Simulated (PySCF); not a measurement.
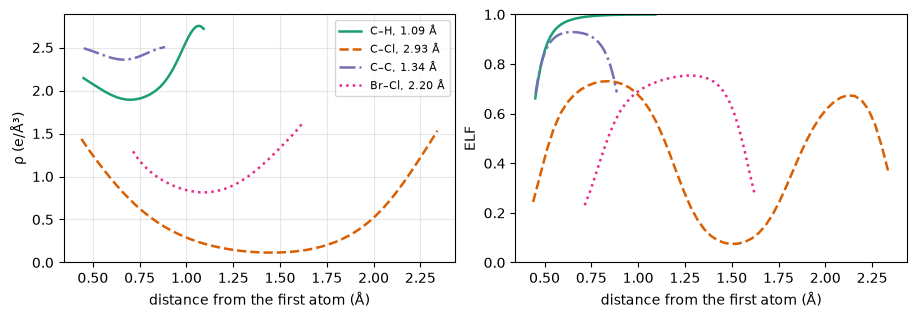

Figure 1: BrCl···C2H4 (SMILES ClBr.C=C). Total electron density and ELF along straight lines between neighbouring atoms. The curves leave out the atomic cores.

Geometry: PBE0-D3(BJ)/def2-SVPD.

These are results of wB97M-D3(BJ)/def2-TZVPD, SCF density, gas phase (PySCF), not measurements.

Input

```
{"job": {"kind": "inter", "xc": "wB97M-D3(BJ)", "basis": "def2-TZVPD", "pairs": false}, "charge": 0, "multiplicity": 1, "parts": [{"atoms": "0-1", "charge": 0, "multiplicity": 1}, {"atoms": "2-7", "charge": 0, "multiplicity": 1}]}
Br     0.951729     0.254823     0.712235
Cl    -0.735127    -0.332603    -0.569807
C     -2.882906    -1.719432    -1.991621
C     -2.946671    -0.476076    -2.480384
H     -3.452688    -2.016227    -1.108724
H     -2.261355    -2.484493    -2.461447
H     -3.572180     0.287118    -2.012776
H     -2.380551    -0.180569    -3.366114
```

Launched as:

```sh
OMP_NUM_THREADS=1 python cluster_run.py task.json out
```

**What can be read from the curves?**

C–H (1.09 Å): ρ is about 2 e/Å³ halfway; the ELF climbs to about 1 towards the hydrogen, as it does in any bond to H; a covalent bond by its length.
C3···Cl2 (2.93 Å): the density falls to about 0.11 e/Å³ on the way; the ELF dips to about 0.05 between them.
C–C (1.34 Å): ρ at the midpoint is about 2.4 e/Å³; the ELF peaks at about 0.95 between the atoms; a short, multiple covalent bond.
Br–Cl (2.20 Å): ρ is about 0.82 e/Å³ halfway; the ELF peaks at about 0.75 between the atoms: a covalent bond.
